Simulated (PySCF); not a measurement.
# CH9BN2Si: the cost of one run

The runs use PySCF 2.14.0, with density-fitted response routines of our own; the level of theory stands in each step. All values are computed, except where a source is named. Atoms count from 0, in the outputs and in this text.

## (1) Starting geometry

14 atoms, charge 0, multiplicity 1; geometry from: PBE0-D3(BJ)/def2-SVP.

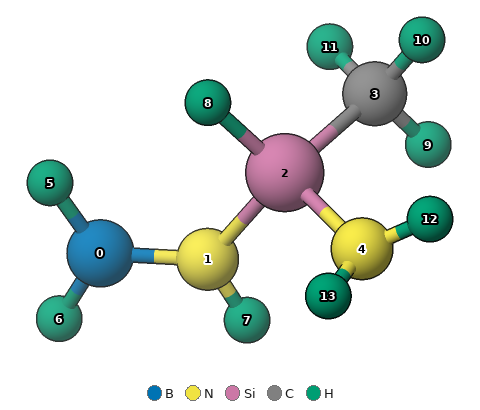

The starting geometry (boron blue, nitrogen yellow, silicon pink, carbon grey, hydrogen teal), atoms numbered.

## (2) NMR shieldings: HF/pcSseg-1

The job: settings as JSON, then the geometry in Å.

```
{"job": {"kind": "nmr", "xc": "HF", "basis": "pcSseg-1", "pop": false}, "charge": 0, "multiplicity": 1}
B      1.806231    -1.596734    -0.544266
N      0.651865    -0.835027    -0.756942
Si     0.022610     0.481999     0.232955
C     -1.532123    -0.004511     1.150700
N     -0.410233     1.755990    -0.855100
H      2.514726    -1.348452     0.406639
H      2.087463    -2.492665    -1.310954
H      0.089526    -1.066834    -1.572623
H      1.117902     0.779933     1.205400
H     -2.328680    -0.298452     0.449571
H     -1.908590     0.827662     1.767107
H     -1.331112    -0.853665     1.821546
H     -1.102387     2.438860    -0.568426
H      0.302454     2.191647    -1.430554
```

Method: GIAO HF/pcSseg-1 NMR shielding, non-relativistic, gas phase.

Command:

```console
$ OMP_NUM_THREADS=1 python probes_run.py task.json out
```

One launch serves the whole session: the jobs run in the order shown.

**Question.** How long does this first job take on 1 thread of Arm Neoverse V2, shared host, and how much memory does it need?

About 4.4 s, with a peak of 0.72 GiB.
